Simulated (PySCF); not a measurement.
```xyz
17

C    -1.4364   -1.7379   -0.2393
B    -0.1152   -0.8470   -0.1471
N     1.1586   -1.3206   -0.2942
B     2.3665   -0.6797   -0.2402
N     2.2315    0.7334    0.0173
B     0.9783    1.3579    0.1914
N    -0.2044    0.5864    0.1128
C    -1.5192    1.1741    0.2856
H    -2.0077   -1.6908    0.6851
H    -2.0864   -1.3933   -1.0406
H    -1.1926   -2.7784   -0.4299
H     3.4166   -1.1788   -0.3807
H     3.0783    1.2787    0.0720
H     0.9237    2.5132    0.4010
H    -1.4250    2.2420    0.4767
H    -2.0425    0.7177    1.1292
H    -2.1312    1.0353   -0.6089
```

Geometry: GFN2-xTB.

The calculation used UKS B3LYP, pcH-1 on B C H N, non-relativistic, mean-field spin-orbit, GIAO (PySCF 2.14.0, density-fitted response routines).

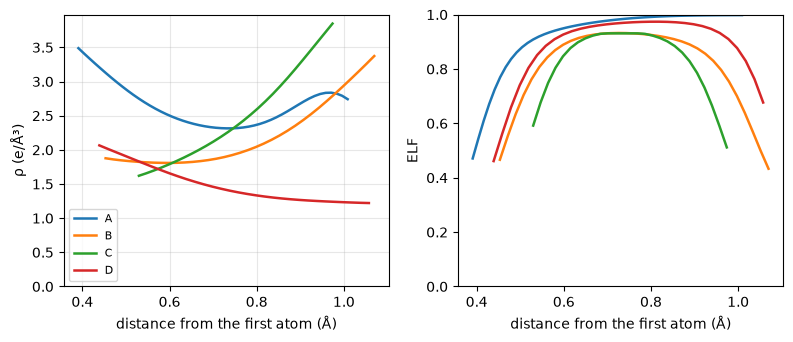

C2H9B3N3 (SMILES CB1[N]BNBN1C) (doublet). Total electron density and ELF along straight lines between neighbouring atoms. The curves leave out the atomic cores.

**Which curve belongs to which contact (B–N, C–B, C–N and N–H)? The first atom named is at distance zero.**

Curve A: N–H (1.01 Å): ρ is about 2.9 e/Å³ halfway; the ELF climbs to about 1 towards the hydrogen, as it does in any bond to H (an ordinary covalent bond to hydrogen). Curve B: C–N (1.45 Å): the density is about 1.9 e/Å³ at the midpoint; the ELF peaks at about 0.95 between the atoms (a shared electron pair). Curve C: B–N (1.37 Å): the density is about 2.1 e/Å³ at the midpoint; the ELF peaks at about 0.95 between the atoms, as expected for a polar covalent bond. Curve D: C–B (1.60 Å): the density is about 1.3 e/Å³ at the midpoint; the ELF peaks at about 1 between the atoms; a shared electron pair.
